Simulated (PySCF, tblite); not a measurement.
**C6H12F2Si: geometry, infrared bands and NMR shifts**

What infrared bands and NMR shifts should C6H12F2Si (`CC(C)[C@H]([SiH3])/C(F)=C/F`) show?

Computed with tblite 0.8.0 and PySCF 2.14.0, with density-fitted response routines of our own, on a single molecule in the gas phase. Atoms count from 0, in the outputs and in this text.

## (1) The molecule as given

21 atoms, charge 0, multiplicity 1; geometry from: force field or distance geometry start.

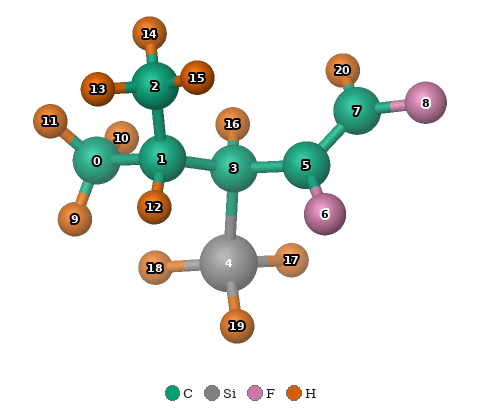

As it starts; carbon teal, silicon grey, fluorine pink, hydrogen orange, atoms numbered.

## (2) Optimising the geometry with GFN2-xTB

The job: settings as JSON, then the geometry in Å.

```
{"job": {"kind": "relax", "xc": "GFN2-xTB", "basis": "xTB"}, "charge": 0, "multiplicity": 1}
C     -1.702400    -0.913000    -0.616400
C     -0.845400    -0.191200     0.411800
C     -1.568500     1.049700     0.785300
C      0.493800    -0.019100    -0.211300
Si     1.182600    -1.719600    -0.616200
C      1.492300     0.713900     0.589200
F      1.927900     0.319100     1.821600
C      2.006300     1.836900     0.064700
F      2.933500     2.588000     0.706600
H     -1.647700    -1.996900    -0.457900
H     -1.282000    -0.607600    -1.602800
H     -2.758100    -0.550900    -0.512600
H     -0.784900    -0.836700     1.332200
H     -2.546700     0.712400     1.231300
H     -1.882300     1.673800    -0.091200
H     -1.091900     1.659800     1.572900
H      0.329800     0.472600    -1.193300
H      2.338800    -1.456200    -1.512800
H      0.174000    -2.467800    -1.368900
H      1.563100    -2.424000     0.599400
H      1.659000     2.173800    -0.931900
```

Command:

```bash
$ OMP_NUM_THREADS=1 python probes_run.py task.json out
```

The driver reads the jobs from task.json and runs them one after another.

**Question.** This job is followed by: GFN2-xTB harmonic vibrations, gas phase; GIAO PBE0/pcSseg-1 NMR shielding, non-relativistic, gas phase. What will the session give for the following? strongest single infrared mode (GFN2-xTB); zero-point energy (GFN2-xTB); 13C shifts against TMS (PBE0/pcSseg-1); 1H shifts against TMS (PBE0/pcSseg-1, means over atoms taken as alike); 29Si shifts against TMS (PBE0/pcSseg-1); 19F shifts against CFCl3 (PBE0/pcSseg-1).

**Answer**, as computed:

| quantity | value |
| --- | --- |
| strongest single infrared mode (GFN2-xTB) | 2278 cm⁻¹, 324 km/mol |
| zero-point energy (GFN2-xTB) | 101.1 kcal/mol |
| 13C shifts against TMS (PBE0/pcSseg-1) | 161.6, 140.6, 35.1, 31.6, 25.2, 24.8 ppm |
| 1H shifts against TMS (PBE0/pcSseg-1, means over atoms taken as alike) | 6.39, 4.07, 2.00, 1.07, 1.02, 0.97 ppm |
| 29Si shifts against TMS (PBE0/pcSseg-1) | -59.6 ppm |
| 19F shifts against CFCl3 (PBE0/pcSseg-1) | -150.7, -170.4 ppm |

In words: Relaxing lowered the energy by 0.812 eV in 109 steps; the close pair that moved most is C1–C3, from 1.487 to 1.540 Å. All 57 modes are real, so the xTB geometry is a minimum. The strongest single mode, at 2278 cm⁻¹, moves mainly H18. GFN2-xTB is a fitted tight-binding method: band positions and strengths are rough. Its intensities can rank the bands wrongly. The most deshielded hydrogen is H20 (hydrogen on an alkene CH), at 6.39 ppm: olefinic region. At PBE0/pcSseg-1: The widest tensor belongs to F6: span 202 ppm, with a paramagnetic part of -155 ppm.
